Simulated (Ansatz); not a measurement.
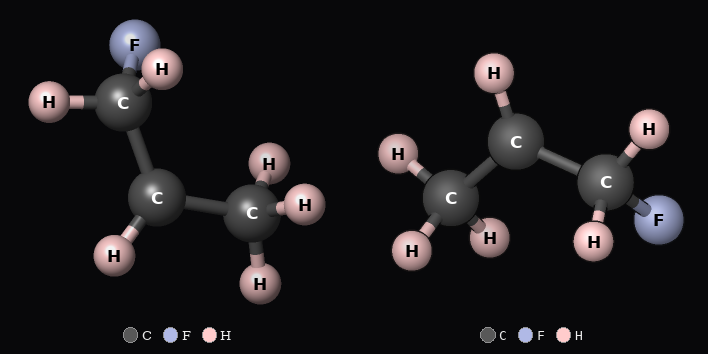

The same structure drawn twice, from different directions.

State: neutral, doublet.

Identify the structure.

The molecule is C3H6F. As SMILES it reads `C[CH]CF`. It has no ring. Among its groups: C–F bond. This geometry has C1 symmetry. It is an open-shell species. Coordination: 2 C tetrahedral; 1 C trigonal planar.

More results for the same structure follow; atom numbers are the same in all pictures, views and colours differ. The computed structure is the end point of a PBE0-D4/def2-TZVP optimisation.

Geometry

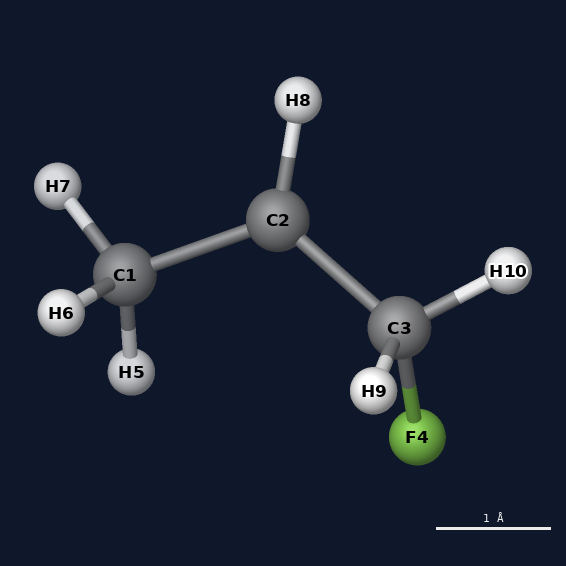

What are the angles C2–C1–H5, C2–C1–H6, C2–C1–H7, C1–C2–C3, C1–C2–H8, C3–C2–H8, C2–C3–F4, C2–C3–H9, C2–C3–H10, F4–C3–H9, F4–C3–H10?

```csv
angle,degrees
C2–C1–H5,111.2
C2–C1–H6,111.4
C2–C1–H7,111.8
C1–C2–C3,120.8
C1–C2–H8,120.3
C3–C2–H8,118.4
C2–C3–F4,111.1
C2–C3–H9,111.8
C2–C3–H10,111.7
F4–C3–H9,105.8
F4–C3–H10,107.7
```

Electronic properties

Level of theory: UKS HSE06-D4/def2-TZVPP (Ansatz 0.2.0).

Give the dispersion correction at this level.

Answer. −9.9 kJ/mol.

What is the ⟨S²⟩ of the determinant?

Answer. 0.755.

Estimate the HOMO energy (Kohn–Sham orbital).

Answer. −5.68 eV.

Charges

The questions are on Mulliken charges. Method: UKS PBE0-D4/def2-TZVP (Ansatz 0.2.0).

Which atom carries the highest charge (most positive or least negative)?

Answer. H5 (0.15 e).

And the lowest?

Answer. C1 (−0.35 e).

Give the Mulliken charges atom by atom.

```json
{"atom": "C1", "value (e)": "−0.35"}
{"atom": "C2", "value (e)": "−0.18"}
{"atom": "C3", "value (e)": "0.04"}
{"atom": "F4", "value (e)": "−0.24"}
{"atom": "H5", "value (e)": "0.15"}
{"atom": "H6", "value (e)": "0.12"}
{"atom": "H7", "value (e)": "0.13"}
{"atom": "H8", "value (e)": "0.13"}
{"atom": "H9", "value (e)": "0.09"}
{"atom": "H10", "value (e)": "0.11"}
```

Vibrations

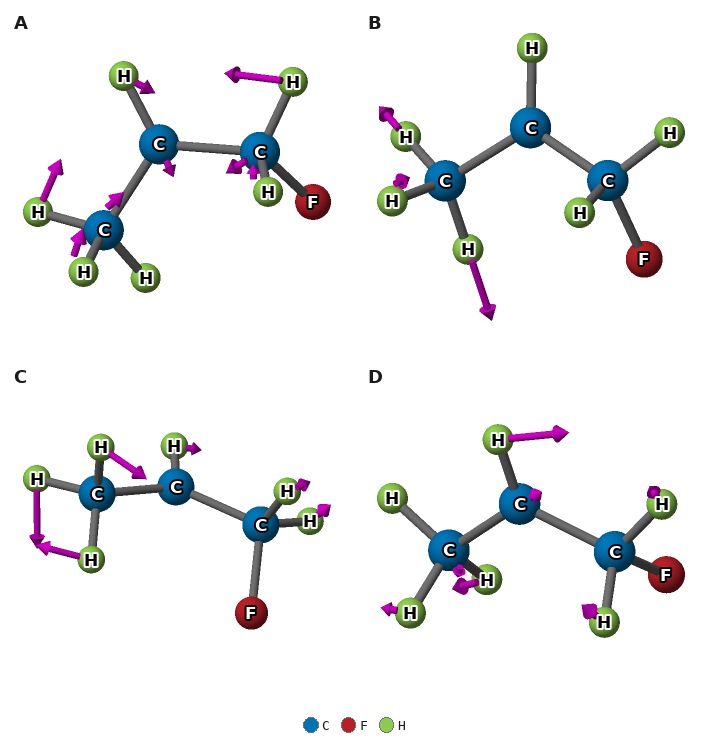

4 normal modes of one molecule or complex, as arrows. Harmonic vibrations computed with UKS PBE0-D4/def2-TZVP (Ansatz 0.2.0) at a stationary point of the same level.

Match the panels to the wavenumbers 900 cm⁻¹, 1164 cm⁻¹, 1466 cm⁻¹, 3079 cm⁻¹.

Answer. A: 900 cm⁻¹
B: 3079 cm⁻¹, in-phase stretching of 2 C–H bonds
C: 1466 cm⁻¹, H–C–H bending
D: 1164 cm⁻¹

Mulliken values depend strongly on the basis set and can even reverse the polarity of a bond.
